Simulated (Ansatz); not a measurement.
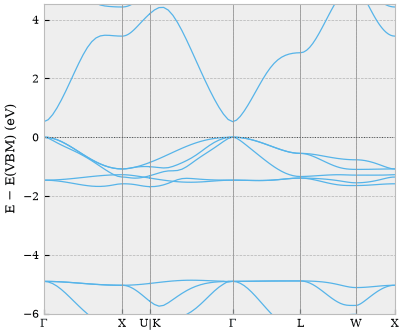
Fig. 1. Band structure from DFT-PBE in the program Ansatz with PAW potentials

Task: Read off the gap and where the band edges lie.

Result: About 0.5 eV (0.53 eV by a search for the band edges); maximum at Γ, minimum at Γ.

Task: Which compound is it?
(A) CuCl, zinc blende
(B) BeTe, zinc blende
(C) GaN, zinc blende
(D) CuI, zinc blende

Result: A, CuCl, zinc blende

Space group F-43m (zinc blende). Symmetry was held in the PBE relaxation. No spin polarisation was allowed.

Potentials: the later of the program's two PAW sets.
